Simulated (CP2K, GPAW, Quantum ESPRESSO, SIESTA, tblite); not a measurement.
# Running amorphous carbon (160 atoms) with SIESTA, part 2 of 2

Aim: run amorphous carbon (160 atoms) in SIESTA and see how near its forces come to a plane-wave reference, and at what cost.

Program: SIESTA 5.4.2; the method stands at each step. Banners, paths, timers and routine set-up lines are dropped from the logs unmarked, and long logs keep their key lines alone; longer cuts are marked. The potentials were converted by us to PSML.

So far. Step 2 (PBE, DZP, shift 0.01 Ry, mesh 300 Ry): Forces lie 13 % from the reference's, at 1.5 times its CPU time. Step 3 (PBE, SZ, shift 0.01 Ry, mesh 300 Ry): Against the first run (13 %), the force difference from the reference is 52 %, at 0.15 times the CPU time (on 1 against 4 cores), with 640 basis functions against 2080: the smaller basis costs accuracy.

**4. VdW-DF2, PBE potentials, DZP, shift 0.01 Ry, mesh 300 Ry**

Method: Kohn-Sham DFT, vdW-DF2, PseudoDojo 0.4.1 norm-conserving pseudopotentials (converted to PSML), numerical atomic orbitals (DZP), diagonalisation.

input.fdf

```
SystemLabel cell
NumberOfAtoms 160
NumberOfSpecies 1
%block ChemicalSpeciesLabel
  1 6 C
%endblock ChemicalSpeciesLabel
LatticeConstant 1.0 Ang
%block LatticeVectors
  9.92200 0.00000 0.00000
  0.00000 9.92200 0.00000
  0.00000 0.00000 9.92200
%endblock LatticeVectors
PAO.BasisSize DZP
PAO.EnergyShift 0.01 Ry
XC.Functional VDW
XC.Authors LMKLL
MeshCutoff 300 Ry
%block kgrid_Monkhorst_Pack
  1 0 0 0.0
  0 1 0 0.0
  0 0 1 0.0
%endblock kgrid_Monkhorst_Pack
SolutionMethod diagon
OccupationFunction FD
ElectronicTemperature 580 K
SCF.Mixer.Method Pulay
SCF.Mixer.Weight 0.05
SCF.Mixer.History 8
SCF.Mix Hamiltonian
MaxSCFIterations 300
SCF.DM.Tolerance 1e-04
SCF.H.Tolerance 1.0e-3 eV
WriteForces T
Write.HirshfeldPop T
Write.VoronoiPop T
Write.DM F
Write.H F
XML.Write F
AtomicCoordinatesFormat Fractional
%block AtomicCoordinatesAndAtomicSpecies
[... 160 atom lines left out: the same atoms as in the first run ...]
%endblock AtomicCoordinatesAndAtomicSpecies
```

Launch:

```console
> OMP_NUM_THREADS=1 mpirun -np 4 siesta < input.fdf > output.txt
```

Output:

```text
Version         : 5.4.2
reinit: System Name:
reinit: System Label: cell
initatom: Reading input for the pseudopotentials and atomic orbitals ----------
Species number:   1 Atomic number:    6 Label: C
Ground state valence configuration (from tables):   2s02  2p02  3d00  4f00
---- Processing specs for species: C
GGA--PBE XC_GGA_X_PBE--XC_GGA_C_PBE pb
[... lines left out ...]
        iscf     Eharris(eV)        E_KS(eV)     FreeEng(eV)     dDmax    Ef(eV) dHmax(eV)
[... lines left out ...]
SCF Convergence by DM+H criterion
[... lines left out ...]
SCF cycle converged after 21 iterations
[... lines left out ...]
   Max    7.299681
[... lines left out ...]
   Max    7.299681    constrained
Stress tensor Voigt[x,y,z,yz,xz,xy] (kbar):     -940.98     -909.10     -875.81      -91.85      -42.29      -43.76
[... lines left out ...]
siesta: FreeEng =    -26252.705555
[... lines left out ...]
siesta:         Fermi =      -4.739891
[... lines left out ...]
siesta:    -0.027313   -0.567416   -0.057331
siesta:    -0.026393   -0.057331   -0.546635
siesta: Cell volume =        976.782045 Ang**3
siesta: Pressure (static):
siesta:                Solid            Molecule  Units
siesta:           0.00617674          0.00696494  Ry/Bohr**3
siesta:           0.56712174          0.63949146  eV/Ang**3
siesta:         908.62920319       1024.57827807  kBar
    Orbital volume contribution        =          62.444777 eV
    (Free)E + p_basis*V_orbitals       =      -26190.260778 eV
    (Free)Eharris+ p_basis*V_orbitals  =      -26190.260797 eV
Hirshfeld Atomic Populations:
Atom #   charge [q] valence [e]  Species
     1    -0.008713    4.008713  C
     2    -0.011763    4.011763  C
     3     0.014745    3.985255  C
[...]
--------------------
 Total     0.000043
Voronoi Atomic Populations:
Atom #   charge [q] valence [e]  Species
[...]
159     0.010036    3.989964  C
   160     0.004111    3.995889  C
--------------------
 Total     0.000043
```

Run time: 5.9 min. Hardware: 4 MPI ranks of Arm Neoverse V1, shared host; peak memory 3.1 GiB; 24 min of CPU time.

Numbers from this run, and their distance from the reference:

```yaml
r_m_s_force_component: 2.059 eV/Å
r_m_s_difference_of_force_components: 229.6 meV/Å
longest_difference_of_force_vectors: 827 meV/Å
force_difference_over_r_m_s_force: 12.05 %
slope_of_forces_against_the_reference_s: 1.076
correlation_of_force_components: 0.9962
pressure: 90.86 GPa
pressure_difference: 27.97 GPa
```

Against the first run (13 %), the force difference from the reference is 12 %, at 1.5 times the CPU time; the model has changed, so this is no error of the program alone.

**5. PBE, DZ, shift 0.01 Ry, mesh 300 Ry**

Method: Kohn-Sham DFT, PBE, PseudoDojo 0.4.1 norm-conserving pseudopotentials (converted to PSML), numerical atomic orbitals (DZ), diagonalisation.

input.fdf: that of step 4 with these lines changed.

```diff
@@ -12,6 +12,6 @@
 %endblock LatticeVectors
-PAO.BasisSize DZP
+PAO.BasisSize DZ
 PAO.EnergyShift 0.01 Ry
-XC.Functional VDW
-XC.Authors LMKLL
+XC.Functional GGA
+XC.Authors PBE
 MeshCutoff 300 Ry
```

Launch:

```console
> OMP_NUM_THREADS=1 mpirun -np 2 siesta < input.fdf > output.txt
```

Output:

```text
Version         : 5.4.2
reinit: System Name:
reinit: System Label: cell
initatom: Reading input for the pseudopotentials and atomic orbitals ----------
Species number:   1 Atomic number:    6 Label: C
Ground state valence configuration (from tables):   2s02  2p02  3d00  4f00
---- Processing specs for species: C
GGA--PBE XC_GGA_X_PBE--XC_GGA_C_PBE pb
C pseudopotential only contains V_ls up to l=1 -- lmxkb reset.
Using PAO.SplitTailNorm
%block ChemicalSpeciesLabel
    1    6 C                       # Species index, atomic number, species label
[... lines left out ...]
stepf: Fermi-Dirac step function
        iscf     Eharris(eV)        E_KS(eV)     FreeEng(eV)     dDmax    Ef(eV) dHmax(eV)
[... lines left out ...]
SCF Convergence by DM+H criterion
[... lines left out ...]
SCF cycle converged after 21 iterations
[... lines left out ...]
   Max    7.674630
[... lines left out ...]
   Max    7.674630    constrained
Stress tensor Voigt[x,y,z,yz,xz,xy] (kbar):     -818.76     -795.37     -756.90      -94.53      -44.33      -44.19
[... lines left out ...]
siesta: FreeEng =    -25957.694393
[... lines left out ...]
siesta:       Kinetic =   18892.321528
siesta:       Hartree =    3675.670432
siesta:         Exch. =   -8663.060704
siesta:         Corr. =    -860.084080
siesta:   Exch.-corr. =   -9523.144784
siesta:  Ion-electron =  -25014.680420
siesta:       Ion-ion =  -13987.545566
siesta:         Total =  -25957.378811
siesta:         Fermi =      -4.486428
siesta: Stress tensor (static) (eV/Ang**3):
siesta:    -0.511028   -0.027578   -0.027669
siesta:    -0.027579   -0.496432   -0.059002
siesta:    -0.027668   -0.059002   -0.472419
siesta: Cell volume =        976.782045 Ang**3
siesta: Pressure (static):
siesta:                Solid            Molecule  Units
siesta:           0.00537264          0.00619740  Ry/Bohr**3
siesta:           0.49329291          0.56901881  eV/Ang**3
siesta:         790.34236920        911.66863447  kBar
    Orbital volume contribution        =          40.840927 eV
    (Free)E + p_basis*V_orbitals       =      -25916.853466 eV
    (Free)Eharris+ p_basis*V_orbitals  =      -25916.853467 eV
Hirshfeld Atomic Populations:
Atom #   charge [q] valence [e]  Species
     1    -0.007179    4.007179  C
     2    -0.011382    4.011382  C
     3     0.011584    3.988416  C
[...]
--------------------
 Total    -0.000012
Voronoi Atomic Populations:
Atom #   charge [q] valence [e]  Species
[...]
159     0.009375    3.990625  C
   160     0.004659    3.995341  C
--------------------
 Total    -0.000013
```

Run time: 2.1 min. Hardware: 2 MPI ranks; peak memory 1.2 GiB; 4.3 min of CPU time.

Against the reference:

| Item | Value |
| --- | --- |
| r.m.s. force component | 2.156 eV/Å |
| r.m.s. difference of force components | 309 meV/Å |
| longest difference of force vectors | 1003 meV/Å |
| force difference over r.m.s. force | 16.21 % |
| slope of forces against the reference's | 1.127 |
| correlation of force components | 0.996 |
| pressure | 79.03 GPa |
| pressure difference | 16.14 GPa |

This is a coarse setting, run to see what it loses.

Against the first run (13 %), the force difference from the reference is 16 %, at 0.28 times the CPU time (on 2 against 4 cores), with 1280 basis functions against 2080: the smaller basis costs accuracy.

**6. The ladder**

Differences are against the plane-wave reference, forces as r.m.s. over components; share is that over the reference's r.m.s. force, slope the least-squares factor from reference forces to these. Total energies of different programs have different zeros and aren't compared.

```
                                                            run  Δ force, r.m.s. (meV/Å)  share (%)  slope  Δ pressure (GPa)  cores  CPU time  memory (GiB)
                                                      reference                        -          -      -                 -      4    10 min           3.8
                    SIESTA PBE, DZP, shift 0.01 Ry, mesh 300 Ry                      246       12.9  1.073              11.1      4    15 min           2.7
            SIESTA PBE, SZ, shift 0.01 Ry, mesh 300 Ry (coarse)                      989       51.9  1.304              34.4      1   2.3 min          0.72
SIESTA vdW-DF2, PBE potentials, DZP, shift 0.01 Ry, mesh 300 Ry                      230       12.0  1.076              28.0      4    24 min           3.1
            SIESTA PBE, DZ, shift 0.01 Ry, mesh 300 Ry (coarse)                      309       16.2  1.127              16.1      2   4.3 min           1.2
```

Rows marked coarse were listed beforehand as settings not expected to be converged; some can still land near the reference.

CPU time is summed over cores on a shared host, where runs went side by side, so it is rough. Symmetry, cutoffs, thresholds, outputs and thread counts weren't matched or tuned between programs; memory under MPI is the largest rank's times the ranks.

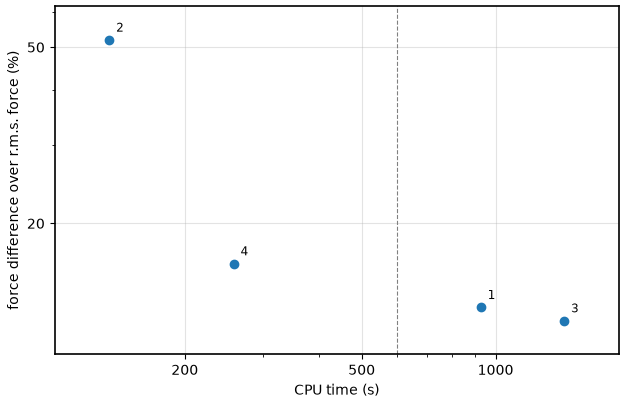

Force difference against CPU time; the dashed line marks the reference's time. Points: 1 SIESTA PBE, DZP, shift 0.01 Ry, mesh 300 Ry; 2 SIESTA PBE, SZ, shift 0.01 Ry, mesh 300 Ry; 3 SIESTA vdW-DF2, PBE potentials, DZP, shift 0.01 Ry, mesh 300 Ry; 4 SIESTA PBE, DZ, shift 0.01 Ry, mesh 300 Ry.

**7. Summary of results**

* nearest in forces: SIESTA vdW-DF2, PBE potentials, DZP, shift 0.01 Ry, mesh 300 Ry, 12 %
* its CPU time: 24 min

What this shows: The PBE run in local orbitals, coarse settings apart, differs by 13 % (SIESTA PBE, DZP, shift 0.01 Ry, mesh 300 Ry); basis, grid and potentials can all enter. Rows with another functional or a dispersion term differ by 12 % (SIESTA vdW-DF2, PBE potentials, DZP, shift 0.01 Ry, mesh 300 Ry), which mixes the change of model with differences of basis and potentials, some of them made for another functional. Runs with settings chosen to be coarse differ by 16 % (SIESTA PBE, DZ, shift 0.01 Ry, mesh 300 Ry) to 52 % (SIESTA PBE, SZ, shift 0.01 Ry, mesh 300 Ry), their programs' other errors included. Of the electronic-structure runs that take under half the reference's CPU time, SIESTA PBE, DZ, shift 0.01 Ry, mesh 300 Ry comes nearest, at 16 % in 4.3 min against 10 min; its pressure misses by +16.1 GPa. SIESTA PBE, DZ, shift 0.01 Ry, mesh 300 Ry stiffens the forces by a factor of 1.13 while following their directions (correlation 0.996); the slopes of the 4 SIESTA runs lie between 1.07 and 1.30. In pressure, SIESTA PBE, SZ, shift 0.01 Ry, mesh 300 Ry misses by +34.4 GPa, at the same functional. The reference's pressure holds the uncorrected Pulay stress of its 45 Ry basis, so small pressure differences, and their order, may be the reference's own error. The quench rate of 500 K/ps is many orders above laboratory rates, so the cell is likely richer in defects and strain than a real sample. The network of bonds at the start is that of the classical potential that made the cell, and needn't be the one that DFT or experiment would give. The reference's stress is far from hydrostatic: its diagonal is 65.0, 63.6, 60.0 GPa, compression counted positive. The electronic-structure runs sample only Γ, in a cell whose shortest periodic width is 10 Å, which is coarse for a cell with partly filled levels.

[Also dropped from logs without a mark: logging warnings of Python, and SIESTA's first energy breakdown and zero terms.]

[Logs are printed without paths, hosts, clocks, repeated set-up lines and the standing remarks that a program may print on its own settings, such as how far it seeks lower states.]

[Hosts, paths, dates, database ids (printed as entryN), source tags and the programs' standing remarks are cut or masked in the printed files.]
